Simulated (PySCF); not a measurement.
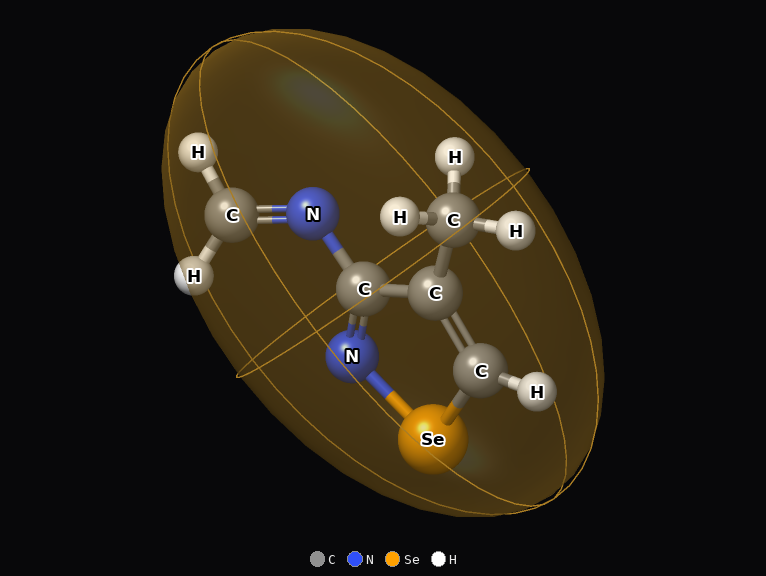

The ellipsoid shows the static dipole polarisability: its half-axes are proportional to the principal values. Computed geometry: GFN2-xTB optimisation. No frequency run is at hand to confirm it as a minimum. Level of theory: PBE0/def2-SVPD (PySCF 2.14.0).

Question: Give the principal values, the mean and the anisotropy.

Answer: Principal values 63.0, 102.5, 136.9 bohr³; mean 100.8 bohr³ (14.94 Å³); anisotropy 64.0 bohr³, so the longest axis is 2.17 times the shortest.

The geometry is semi-empirical. Around Se such bond lengths and angles can be off by a tenth of an ångström or more and by several degrees, and values that hang on the shape move with them.
